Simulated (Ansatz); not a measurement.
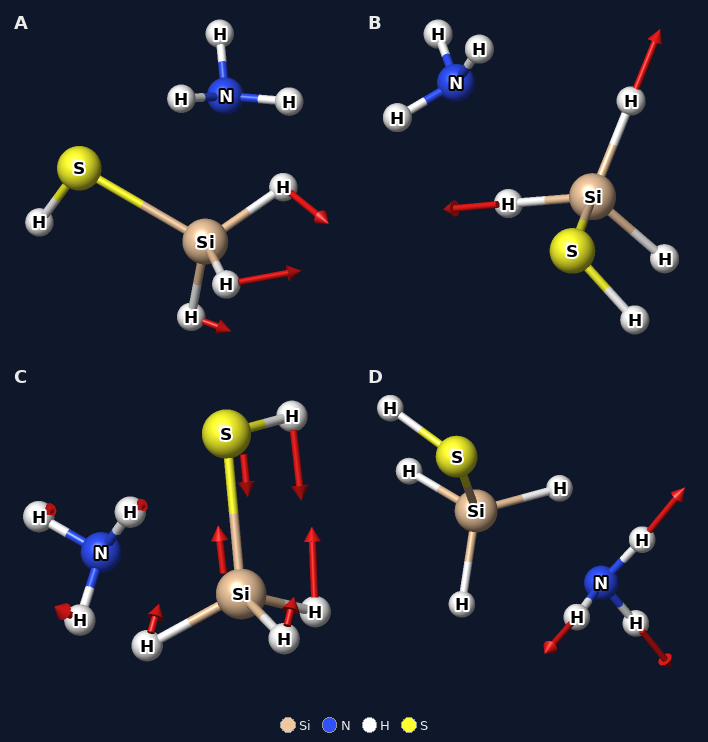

4 normal modes of one molecule or complex, as arrows. Harmonic vibrations computed with RKS PBE0-D4/def2-TZVP (Ansatz 0.2.0) at a stationary point of the same level.

Match the panels to the wavenumbers 520 cm⁻¹, 933 cm⁻¹, 2235 cm⁻¹, 3500 cm⁻¹.

Answer. A: 933 cm⁻¹, H–Si–H bending
B: 2235 cm⁻¹, in-phase stretching of 2 Si–H bonds
C: 520 cm⁻¹, S–Si stretching
D: 3500 cm⁻¹, in-phase stretching of 3 N–H bonds
